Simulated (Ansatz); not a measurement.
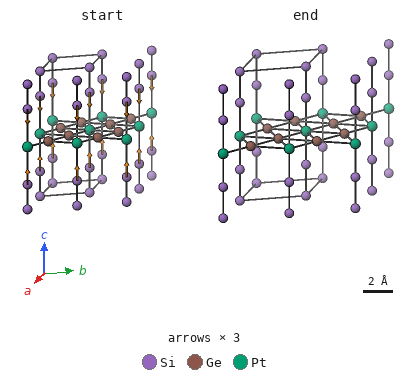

The structure of solid Si₃Ge₂Pt (a generated structure, set up in P6/mmm) (coarse preliminary run) before (left) and after (right) a relaxation, at one scale. The orange arrows give the displacements (the part carried along by the change of the cell is left out), magnified 3 times.

Style: ball-and-stick. Shown: the cell of the calculation, repeated 2 × 2 × 1 with one cell outlined, slightly off an axis.

The calculation used Ansatz 0.2.0, DFT PBE, scalar-relativistic, plane waves, PAW. Set-up: plane-wave cutoff 420 eV; k-point mesh 6 × 6 × 2; occupations gaussian; smearing width 0.1 eV; no spin polarisation; cell and atoms relaxed; force threshold 0.04 eV/Å; at most 70 steps.

Question: Describe what moved and what it gained.

Answer: The energy falls by 3731 meV per atom in 12 accepted moves (14 points after the start). The largest force component goes from 13 to 0.016 eV/Å. The pressure goes from 133.14 to 0.02 GPa. At 2 points the geometry stayed and the basis and grid were re-selected for the new cell (energy shift of 119 meV per atom at most each time). The largest moves relative to the cell, 0.39 Å, are those of Si atoms. Ge and Pt stay in place. Cell: a = b 3.558 → 4.746 Å (+33.4 %), c 8.953 → 9.240 Å (+3.2 %). Volume +83.6 %. Near-neighbour distances that change, for instance: Ge–Ge 2.054 → 2.740 Å, Ge–Pt 2.054 → 2.740 Å, Si–Si 1.780 → 2.229 Å, Pt–Si 2.697 → 2.391 Å. The space group stays P6/mmm (No. 191).
